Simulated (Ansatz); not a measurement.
## C3H4F2O: molecular dynamics (part 4 of 4)

C3H4F2O; UKS PBE-D4/STO-3G (Ansatz 0.2.0). It belongs to a series of runs on one base structure; here: dynamics from the last frame of an earlier run.

Geometry of the input (Å):
```
F  -1.3882  -1.4866  1.2717
C  -0.3947  -0.3342  1.3123
C  0.4251  -0.1968  -0.0918
O  1.1805  1.1345  -0.4664
C  -0.0238  0.7908  -1.2637
F  0.1784  0.3923  -2.7107
H  -0.8975  0.7160  1.2779
H  0.6109  -0.5555  2.3964
H  0.6984  -1.0348  -0.5767
H  -1.0353  1.3576  -1.1209
```

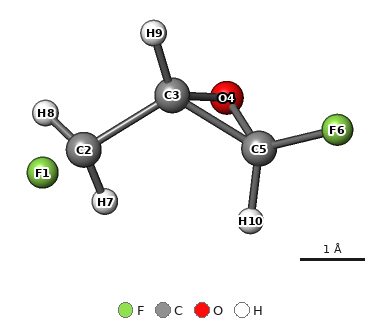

**Figure 1.** The geometry at step 175 of the log (ball-and-stick view, seen at a tilt; atoms are numbered from 1 in the order of the input).

## Trajectory as extended XYZ, continued
```
10
Properties=species:S:1:pos:R:3:forces:R:3 step=102 time_fs=51.0 energy=-10497.61719 temperature=2129.4
F    -1.2481   -1.3786    1.2254   -0.8563   0.2090   0.6555
C    -0.4046   -0.2682    1.2206    2.2978   1.5232   2.7729
C     0.3399   -0.2786   -0.1206   -1.6625   3.8046  -1.4140
O     1.0691    0.9599   -0.4696    0.6181   1.7619   0.8112
C    -0.1331    0.7256   -1.2782    1.9127  -1.0609   0.5655
F     0.2395    0.4572   -2.5812   -0.7358  -0.1908  -0.7083
H    -0.7776    0.8332    1.5700   -0.3631  -2.2718  -1.4828
H     0.4675   -0.3401    2.0230   -1.2277  -0.6746  -0.7934
H     1.0154   -1.0457   -0.3825    0.6234  -2.8315  -0.4323
H    -0.9168    1.5123   -1.1432   -0.6068  -0.2691   0.0256
10
Properties=species:S:1:pos:R:3:forces:R:3 step=107 time_fs=53.5 energy=-10496.64782 temperature=1215.0
F    -1.2662   -1.4025    1.2325    0.1522   1.6372   0.2186
C    -0.3714   -0.2318    1.2080   -6.9515  -1.5907  -4.5855
C     0.3350   -0.2755   -0.0899   -1.3801   4.6494  -2.4407
O     1.0684    0.9719   -0.4879    1.3949   0.9739   1.3972
C    -0.1083    0.7061   -1.2602   -0.5082   0.3070  -0.3505
F     0.2386    0.4675   -2.5980   -0.9631  -0.1584   0.2484
H    -0.6996    0.7324    1.5856   -2.0004   1.4605  -0.9321
H     0.2703   -0.3450    1.8842    7.8890  -2.4957   7.7769
H     0.9265   -1.1021   -0.2825    1.4844  -3.2487  -0.8163
H    -0.9705    1.5021   -1.0786    0.8827  -1.5346  -0.5162
10
Properties=species:S:1:pos:R:3:forces:R:3 step=113 time_fs=56.5 energy=-10497.04372 temperature=1583.8
F    -1.2871   -1.4242    1.2418    1.1241   2.8269  -0.2690
C    -0.3604   -0.2033    1.1818   -0.0935  -5.7381   6.6744
C     0.3243   -0.2479   -0.0704    3.5320  -2.4777  -4.2581
O     1.0747    0.9912   -0.5026    2.2059   0.3480   2.1659
C    -0.0818    0.6840   -1.2420   -1.5080  -0.0001  -2.2699
F     0.2334    0.4791   -2.6169   -0.9912  -0.2340   1.0885
H    -0.7567    0.7248    1.5431   -1.4477   1.6728  -0.0746
H     0.4328   -0.4913    2.1019   -1.5811   0.8887  -2.3058
H     0.8981   -1.3502   -0.2181   -1.5862   3.2835  -0.1573
H    -0.9760    1.3826   -1.0402    0.3458  -0.5700  -0.5941
10
Properties=species:S:1:pos:R:3:forces:R:3 step=119 time_fs=59.5 energy=-10496.40675 temperature=974.9
F    -1.3030   -1.4332    1.2501    1.7880   3.2333  -0.3654
C    -0.3571   -0.2108    1.1953   -1.9133  -2.5362   7.2924
C     0.3358   -0.2344   -0.0795    2.6632  -2.9207  -2.3151
O     1.0924    1.0124   -0.5060    1.8577  -0.0895   2.0471
C    -0.0642    0.6613   -1.2396   -0.0955  -0.9353  -3.2387
F     0.2238    0.4897   -2.6310   -0.7597  -0.3882   1.3064
H    -0.9226    0.8313    1.4829    1.2470  -2.4306  -0.5694
H     0.5397   -0.5903    2.2118   -2.8694   1.9613  -3.3092
H     0.7616   -1.3633   -0.1747   -0.3134   2.8570  -0.7159
H    -0.9663    1.2228   -1.0480   -1.6048   1.2488  -0.1322
10
Properties=species:S:1:pos:R:3:forces:R:3 step=124 time_fs=62.0 energy=-10497.29371 temperature=1822.9
F    -1.3103   -1.4298    1.2557    1.6623   2.6315  -0.1895
C    -0.3636   -0.2327    1.2454   -2.2980  -1.4631   2.4166
C     0.3594   -0.2365   -0.1001   -0.8557   3.5078   0.4769
O     1.1148    1.0297   -0.5004    0.7826  -0.6628   1.2913
C    -0.0520    0.6385   -1.2545   -1.4221   0.5617  -1.9812
F     0.2131    0.4972   -2.6384   -0.4090  -0.5436   0.9755
H    -0.9961    0.7886    1.4014    1.5896  -2.1417   0.2501
H     0.4485   -0.5503    2.0946   -1.7732   1.5835  -1.4820
H     0.6308   -1.2141   -0.1850    2.6193  -4.0063  -1.4988
H    -1.0376    1.1531   -1.0683    0.1040   0.5329  -0.2589
10
Properties=species:S:1:pos:R:3:forces:R:3 step=130 time_fs=65.0 energy=-10496.95953 temperature=1511.2
F    -1.3122   -1.4151    1.2619    1.1415   1.1346   0.2576
C    -0.3927   -0.2682    1.3120   -6.9408  -2.0897  -9.5221
C     0.3842   -0.2217   -0.1222   -0.1444  -0.8904   1.0733
O     1.1451    1.0471   -0.4876   -0.6169  -1.1970   0.3855
C    -0.0470    0.6154   -1.2847   -2.4959   2.1444  -0.0832
F     0.1987    0.5038   -2.6435    0.0910  -0.7623   0.0656
H    -0.9815    0.6044    1.3278   -1.1356   2.5522   1.0344
H     0.3004   -0.4115    1.9387    7.0569  -0.9755   7.4366
H     0.6534   -1.2824   -0.3049    1.3836   0.0825  -0.3892
H    -1.1090    1.1106   -1.1126    1.6605   0.0011  -0.2584
10
Properties=species:S:1:pos:R:3:forces:R:3 step=136 time_fs=68.0 energy=-10497.15834 temperature=1694.5
F    -1.3092   -1.3954    1.2692    0.0422  -0.9007   0.5758
C    -0.4515   -0.3189    1.3315    4.3210   0.2960  -1.1277
C     0.4074   -0.2091   -0.1373    1.0599  -4.2280  -0.0030
O     1.1722    1.0581   -0.4725   -1.8144  -1.4877  -0.1376
C    -0.0580    0.6065   -1.3157   -0.1928   1.6015   1.4094
F     0.1848    0.5069   -2.6484    0.5871  -0.9463  -1.0885
H    -1.0401    0.5990    1.3343   -0.4522   1.4027   0.7612
H     0.4960   -0.3112    2.1803   -3.0886  -0.2677  -1.8802
H     0.8014   -1.3884   -0.4594   -0.3801   3.6612   1.1530
H    -1.0613    1.0780   -1.1748   -0.0821   0.8690   0.3378
10
Properties=species:S:1:pos:R:3:forces:R:3 step=141 time_fs=70.5 energy=-10496.42982 temperature=996.6
F    -1.3065   -1.3819    1.2771   -1.6018  -3.0774   0.5725
C    -0.4823   -0.3609    1.3368    4.9280   6.6761   0.0216
C     0.4318   -0.2200   -0.1493    0.4822  -2.1278  -0.1558
O     1.1876    1.0612   -0.4604   -2.4884  -1.5520  -0.5136
C    -0.0690    0.6081   -1.3342    1.8342   0.8905   2.3821
F     0.1751    0.5063   -2.6560    0.7959  -0.9917  -1.5813
H    -1.1285    0.6993    1.3888    1.6364  -2.2809   0.1532
H     0.5279   -0.2477    2.3215   -3.6667  -0.9419  -2.9343
H     0.9097   -1.2594   -0.5212   -0.4957   2.0223   1.2889
H    -1.0186    1.1036   -1.2071   -1.4240   1.3828   0.7668
10
Properties=species:S:1:pos:R:3:forces:R:3 step=147 time_fs=73.5 energy=-10497.03524 temperature=1576.7
F    -1.3099   -1.3785    1.2890   -2.2922  -3.8868   0.3438
C    -0.4868   -0.3693    1.3431    3.9183   6.5354  -0.4777
C     0.4614   -0.2420   -0.1629   -3.2879   4.6786   1.9453
O     1.1938    1.0576   -0.4486   -2.7417  -0.8976  -0.9588
C    -0.0724    0.6173   -1.3407    0.4639   2.0007   2.8167
F     0.1666    0.5015   -2.6712    0.5789  -0.7995  -0.9156
H    -1.1175    0.6612    1.4619    1.2553  -1.6156  -0.7208
H     0.2915   -0.2456    2.2670   -1.3144  -1.1679  -1.6901
H     1.0305   -1.0055   -0.5152    2.4787  -4.4582  -0.7164
H    -1.0458    1.2222   -1.1917    0.9412  -0.3890   0.3735
10
Properties=species:S:1:pos:R:3:forces:R:3 step=153 time_fs=76.5 energy=-10496.55315 temperature=1121.8
F    -1.3232   -1.3918    1.3022   -1.4370  -2.2858  -0.3326
C    -0.4683   -0.3362    1.3376   -1.2097  -1.5499  -8.9521
C     0.4748   -0.2409   -0.1663    0.8626   0.1521   0.4917
O     1.1853    1.0493   -0.4418   -2.3791   0.1379  -1.0577
C    -0.0713    0.6399   -1.3279    0.6999   1.7677   1.4230
F     0.1606    0.4931   -2.6903    0.1365  -0.4343   0.6547
H    -1.0241    0.5256    1.4779   -2.1582   4.0076  -0.8256
H     0.0159   -0.3334    2.1662    6.2373  -0.6646   7.3893
H     1.2802   -1.0131   -0.5219   -1.9431  -0.1211   1.1961
H    -1.0113    1.3179   -1.1434    1.1908  -1.0096   0.0132
10
Properties=species:S:1:pos:R:3:forces:R:3 step=158 time_fs=79.0 energy=-10497.14274 temperature=1676.4
F    -1.3393   -1.4111    1.3122   -0.0985  -0.0483  -0.8165
C    -0.4533   -0.3114    1.2986    1.5067  -2.2541   1.6668
C     0.4873   -0.2358   -0.1650    2.0277  -1.6339   0.5590
O     1.1685    1.0426   -0.4404   -1.4708   0.8285  -0.8436
C    -0.0659    0.6681   -1.3092    2.5598  -0.2324  -0.4313
F     0.1563    0.4845   -2.7043   -0.1581  -0.0671   1.8610
H    -1.0434    0.6059    1.4370   -0.2922   1.2446  -0.6322
H     0.0798   -0.4435    2.3892    0.2595   0.6609  -2.7058
H     1.4001   -1.0663   -0.4689   -3.5135   1.2969   1.2124
H    -0.9133    1.3403   -1.0991   -0.8206   0.2050   0.1302
10
Properties=species:S:1:pos:R:3:forces:R:3 step=164 time_fs=82.0 energy=-10496.56994 temperature=1129.5
F    -1.3586   -1.4340    1.3209    1.3605   2.0339  -0.9959
C    -0.4287   -0.2953    1.2581   -0.6780  -0.8457   3.5325
C     0.5134   -0.2394   -0.1591   -1.2508  -0.2995   1.6971
O     1.1417    1.0390   -0.4428    0.3998   1.5580  -0.4450
C    -0.0432    0.6999   -1.2897    2.1425  -1.3796  -1.6116
F     0.1504    0.4740   -2.7133   -0.2715   0.3333   2.7018
H    -1.0821    0.7820    1.3406    1.9074  -2.7636  -0.2337
H     0.2022   -0.5258    2.4963   -1.2618   1.5074  -4.4397
H     1.2892   -1.0433   -0.3195   -1.0588  -0.4377  -0.0877
H    -0.8596    1.3825   -1.0367   -1.2892   0.2936  -0.1180
10
Properties=species:S:1:pos:R:3:forces:R:3 step=170 time_fs=85.0 energy=-10497.33647 temperature=1863.8
F    -1.3722   -1.4482    1.3251    1.8090   2.5949  -0.9076
C    -0.4076   -0.2864    1.2414   -0.9404  -1.4459   0.7778
C     0.5286   -0.2422   -0.1413   -4.9061   2.4543   1.9231
O     1.1171    1.0435   -0.4474    2.5231   1.6562   0.3484
C    -0.0070    0.7230   -1.2811   -1.4562  -0.7864  -1.4821
F     0.1434    0.4650   -2.7101   -0.1156   0.5514   2.8298
H    -0.9773    0.7522    1.2268    0.8072  -1.7255   0.5755
H     0.2247   -0.4841    2.2394   -0.6718   1.1849  -1.9885
H     1.1126   -1.0904   -0.1771    2.2464  -3.1737  -1.1150
H    -0.8979    1.4364   -0.9897    0.7044  -1.3103  -0.9613
10
Properties=species:S:1:pos:R:3:forces:R:3 step=175 time_fs=87.5 energy=-10496.56248 temperature=1133.0
F    -1.3773   -1.4511    1.3255    2.1328   2.6917  -0.6062
C    -0.3973   -0.2877    1.2289   -4.9986  -4.4234  -7.9887
C     0.5174   -0.2352   -0.1163   -1.7646  -2.9351   0.2902
O     1.1065    1.0540   -0.4500    3.5930   1.3105   1.2661
C     0.0168    0.7371   -1.2823   -2.7467  -1.6589  -1.6405
F     0.1372    0.4593   -2.6977    0.1419   0.5384   2.4114
H    -0.8442    0.6316    1.1643   -2.4964   3.6580   0.7485
H     0.2350   -0.3806    1.9345    5.9917  -0.6391   7.5311
H     1.0779   -1.2874   -0.1270   -0.4647   2.3824  -1.1480
H    -0.8986    1.4083   -1.0072    0.6118  -0.9245  -0.8639
10
Properties=species:S:1:pos:R:3:forces:R:3 step=181 time_fs=90.5 energy=-10497.09729 temperature=1633.4
F    -1.3743   -1.4434    1.3234    2.4275   2.5869  -0.4244
C    -0.4057   -0.3151    1.1788    1.6598  -0.1340   1.6441
C     0.4917   -0.2437   -0.0861   -0.6804  -2.8733  -2.7065
O     1.1108    1.0726   -0.4468    2.7398   0.1180   1.7021
C     0.0293    0.7421   -1.2942   -0.9520  -3.3539  -1.0027
F     0.1304    0.4546   -2.6732    0.5813   0.2202   1.0975
H    -0.8483    0.7120    1.1511   -0.9086  -0.1942   0.9665
H     0.5362   -0.2821    1.9607   -2.9403  -0.5190  -0.4956
H     1.0144   -1.3584   -0.1551   -0.5174   3.3117  -0.9016
H    -0.8703    1.3167   -1.0877   -1.4096   0.8377   0.1207
10
Properties=species:S:1:pos:R:3:forces:R:3 step=186 time_fs=93.0 energy=-10496.51650 temperature=1077.8
F    -1.3635   -1.4280    1.3201    2.1644   1.9341  -0.3896
C    -0.4087   -0.3424    1.1402    0.9697   3.7907   4.3666
C     0.4656   -0.2651   -0.0745   -1.4934   2.3126  -4.0863
O     1.1258    1.0889   -0.4374    0.9350  -1.0692   1.1475
C     0.0328    0.7293   -1.3092   -1.1204  -2.2591   1.2832
F     0.1267    0.4515   -2.6487    1.0258  -0.2606  -0.5886
H    -0.9283    0.8083    1.1972    0.8624  -3.3263   0.3572
H     0.6755   -0.2346    2.0181   -4.1931  -0.9048  -1.6187
H     0.9347   -1.2208   -0.2397    1.4462  -0.7916  -0.9633
H    -0.9169    1.2788   -1.1538   -0.5965   0.5742   0.4921
10
Properties=species:S:1:pos:R:3:forces:R:3 step=192 time_fs=96.0 energy=-10497.36075 temperature=1888.0
F    -1.3419   -1.4020    1.3146    1.0670   0.2752  -0.3208
C    -0.4057   -0.3521    1.1227    0.3788   2.7959   5.0825
C     0.4245   -0.2745   -0.0871   -0.0511   3.8362  -5.1850
O     1.1479    1.1030   -0.4207   -0.9611  -1.8566   0.1771
C     0.0284    0.7006   -1.3177   -2.6137   0.3699   3.8186
F     0.1266    0.4465   -2.6223    1.3843  -0.8016  -2.3932
H    -0.9633    0.6871    1.2765    0.7606  -1.5744  -0.4394
H     0.5236   -0.2482    1.9652   -2.7688  -0.9673  -1.0441
H     0.9579   -1.1304   -0.4214    1.3300  -1.6861  -0.2501
H    -1.0033    1.2702   -1.1955    1.4740  -0.3912   0.5544
10
Properties=species:S:1:pos:R:3:forces:R:3 step=198 time_fs=99.0 energy=-10496.70625 temperature=1273.0
F    -1.3158   -1.3751    1.3075   -1.0476  -2.3742  -0.4687
C    -0.4023   -0.3455    1.1347   -3.1311  -2.5327  -4.3179
C     0.3845   -0.2585   -0.1366    4.0819  -0.2584  -4.6501
O     1.1652    1.1073   -0.4029   -1.9932  -2.0596  -0.4231
C     0.0066    0.6736   -1.3006   -1.6473   1.5712   3.0051
F     0.1327    0.4381   -2.6062    1.3143  -0.9216  -2.4591
H    -0.9635    0.4799    1.3276   -2.4027   4.9985  -0.1590
H     0.2041   -0.3383    1.8850    6.1534  -0.4063   6.7160
H     1.0745   -1.1635   -0.6096   -1.9130   1.8269   2.1095
H    -0.9845    1.2389   -1.1892    0.5852   0.1562   0.6473
10
Properties=species:S:1:pos:R:3:forces:R:3 step=203 time_fs=101.5 energy=-10497.52598 temperature=2042.1
F    -1.2971   -1.3602    1.3000   -2.1468  -3.4642  -0.8890
C    -0.4106   -0.3475    1.1351    0.1782   1.3220   2.8623
C     0.3715   -0.2450   -0.2024    4.1230  -1.3410   0.2502
O     1.1717    1.1025   -0.3897   -2.2131  -1.8427  -0.7599
C    -0.0205    0.6593   -1.2703    0.3636   2.0954  -0.4754
F     0.1423    0.4279   -2.6011    0.8233  -0.5435  -1.1939
H    -1.0673    0.5481    1.3496    0.8590   1.0346  -0.8573
H     0.2018   -0.4399    2.1070    1.0245   0.6583  -1.1888
H     1.0677   -1.0947   -0.6450   -1.5472   0.8299   1.6140
H    -0.9322    1.2238   -1.1420   -1.4645   1.2513   0.6377
10
Properties=species:S:1:pos:R:3:forces:R:3 step=209 time_fs=104.5 energy=-10496.25063 temperature=827.0
F    -1.2833   -1.3561    1.2873   -2.0064  -2.7307  -0.8190
C    -0.4211   -0.3418    1.1501    1.0371   3.2149   4.1337
C     0.3799   -0.2353   -0.2761    0.1413   0.9690   7.4117
O     1.1688    1.0878   -0.3777   -1.9018  -1.2695  -1.1166
C    -0.0528    0.6580   -1.2385   -0.9433   4.7211  -4.0008
F     0.1570    0.4137   -2.5995    0.0037   0.1926   0.3714
H    -1.1315    0.7101    1.3152    2.5303  -2.1935  -0.6608
H     0.3041   -0.5112    2.3196   -1.2018   1.3597  -4.1399
H     0.9765   -0.9929   -0.5848    2.4626  -4.3119  -1.0517
H    -0.9605    1.2874   -1.0414   -0.1219   0.0484  -0.1279
10
Properties=species:S:1:pos:R:3:forces:R:3 step=215 time_fs=107.5 energy=-10497.33841 temperature=1866.8
F    -1.2785   -1.3644    1.2710   -1.6201  -1.5659  -0.3705
C    -0.4236   -0.3150    1.1932    2.3302   1.1950   0.9171
C     0.3957   -0.2258   -0.3022    2.4440  -3.8259   6.7780
O     1.1556    1.0662   -0.3717   -1.3892  -0.6765  -1.3563
C    -0.0907    0.6886   -1.2332   -0.9380   4.1068  -3.5660
F     0.1718    0.4003   -2.5967   -0.6219   0.8498   0.9287
H    -0.9982    0.7100    1.2292    0.8698  -1.0749   0.3379
H     0.3135   -0.4697    2.1963   -1.1128   1.1890  -2.7969
H     1.0135   -1.1528   -0.5720   -0.8998   0.6851   0.0849
H    -1.0058    1.3599   -0.9521    0.9378  -0.8824  -0.9569
10
Properties=species:S:1:pos:R:3:forces:R:3 step=220 time_fs=110.0 energy=-10497.00877 temperature=1554.7
F    -1.2802   -1.3769    1.2561   -0.7480  -0.1487   0.2406
C    -0.4150   -0.2867    1.2327   -1.2152  -3.4211  -7.4146
C     0.4196   -0.2347   -0.2866    1.1402  -3.6241   3.9887
O     1.1387    1.0452   -0.3723   -0.9012  -0.1538  -1.4662
C    -0.1265    0.7359   -1.2481    2.0295  -0.0425  -1.2747
F     0.1821    0.3919   -2.5913   -0.9176   1.2360   0.8420
H    -0.8324    0.6542    1.1727   -2.2131   3.5409   0.5644
H     0.2750   -0.3630    1.9375    4.7673  -0.2437   4.9280
H     1.0185   -1.2860   -0.5674   -1.6967   2.8220   0.4324
H    -0.9933    1.3719   -0.9342   -0.2450   0.0349  -0.8407
10
Properties=species:S:1:pos:R:3:forces:R:3 step=226 time_fs=113.0 energy=-10497.40999 temperature=1930.2
F    -1.2849   -1.3921    1.2394    0.5611   1.4532   0.8680
C    -0.4083   -0.2709    1.2396    2.8074  -0.4811  -3.3320
C     0.4532   -0.2667   -0.2422   -3.3031   0.9224   1.7253
O     1.1141    1.0196   -0.3802   -0.3604   0.5989  -1.4864
C    -0.1549    0.7910   -1.2739    4.6268  -3.7095   0.9604
F     0.1907    0.3871   -2.5814   -0.9871   1.3949   0.3885
H    -0.7754    0.7950    1.1515   -1.0082  -0.6594   0.8870
H     0.5149   -0.2434    1.9163   -1.3353  -0.6392   0.6177
H     0.9078   -1.2488   -0.5333    0.1553   0.3420  -0.2451
H    -1.0054    1.3951   -0.9736   -1.1565   0.7777  -0.3835
10
Properties=species:S:1:pos:R:3:forces:R:3 step=232 time_fs=116.0 energy=-10496.28594 temperature=859.5
F    -1.2872   -1.4009    1.2264    1.3911   2.3033   0.9606
C    -0.3872   -0.2607    1.2179    3.7118   1.3250  -0.4414
C     0.4636   -0.2907   -0.1836   -5.6780   4.6094   0.9578
O     1.0876    0.9972   -0.3961    0.2708   1.3357  -1.3007
C    -0.1532    0.8223   -1.2929    2.3715  -3.0383   2.5744
F     0.1949    0.3885   -2.5698   -0.7644   1.1283  -0.2150
H    -0.8124    0.9099    1.1997    0.2289  -3.2903   0.6156
H     0.7187   -0.1797    2.0097   -4.2617  -0.8993  -1.4032
H     0.8147   -1.2070   -0.5293    1.6125  -2.7753  -1.1465
H    -1.0885    1.4653   -1.0530    1.1176  -0.6983  -0.6016
10
Properties=species:S:1:pos:R:3:forces:R:3 step=237 time_fs=118.5 energy=-10497.04552 temperature=1586.4
F    -1.2845   -1.4005    1.2189    1.8027   2.4039   0.7643
C    -0.3498   -0.2464    1.1969    1.5562  -0.8463   1.5544
C     0.4432   -0.2894   -0.1309   -3.0219   0.1364  -3.0686
O     1.0666    0.9839   -0.4147    1.0380   1.8387  -0.7679
C    -0.1376    0.8310   -1.2956    0.9227  -2.7278   2.3942
F     0.1957    0.3936   -2.5608   -0.4609   0.6890  -0.6622
H    -0.8363    0.8108    1.2805    0.0831  -1.5292   0.0002
H     0.6242   -0.1844    2.0050   -3.1903  -0.8848  -1.1068
H     0.8250   -1.3093   -0.5827   -0.2762   1.7862   1.0032
H    -1.1011    1.4894   -1.1547    1.5466  -0.8660  -0.1108
10
Properties=species:S:1:pos:R:3:forces:R:3 step=243 time_fs=121.5 energy=-10496.82753 temperature=1383.0
F    -1.2740   -1.3905    1.2129    1.4609   1.3817   0.2422
C    -0.2987   -0.2379    1.1791   -5.4941  -4.5410  -1.5941
C     0.3996   -0.2850   -0.0885   -0.2991  -0.1752  -6.0040
O     1.0468    0.9769   -0.4405    2.0810   1.9614   0.2571
C    -0.1121    0.8227   -1.2838    0.9267  -3.4944   1.1798
F     0.1948    0.4024   -2.5528   -0.0092   0.0010  -1.1218
H    -0.8785    0.6134    1.3785   -1.5957   2.9165  -0.3165
H     0.3201   -0.2590    1.9602    4.1013  -0.9167   5.0381
H     0.8213   -1.3112   -0.5740   -0.7532   2.3307   1.5360
H    -1.0135    1.4630   -1.2795   -0.4187   0.5360   0.7831
```

## Summary

```csv
quantity,value
outcome,finished
mean temperature over the second half,1500 K
trajectory,"243 steps, 121.5 fs"
ensemble,nve
temperature in the input,300.0 K
time step,0.5 fs
potential energy (last step),−10496.8275 eV
mean-field energy (last step),−10496.6702 eV
largest force (length of the vector) (last step),7.304 eV/Å
hardware,"1 thread of an x86-64 CPU, shared host"
wall time,9.4 min
peak memory,0.13 GiB
```

## Notes

So short a trajectory is not equilibrated.
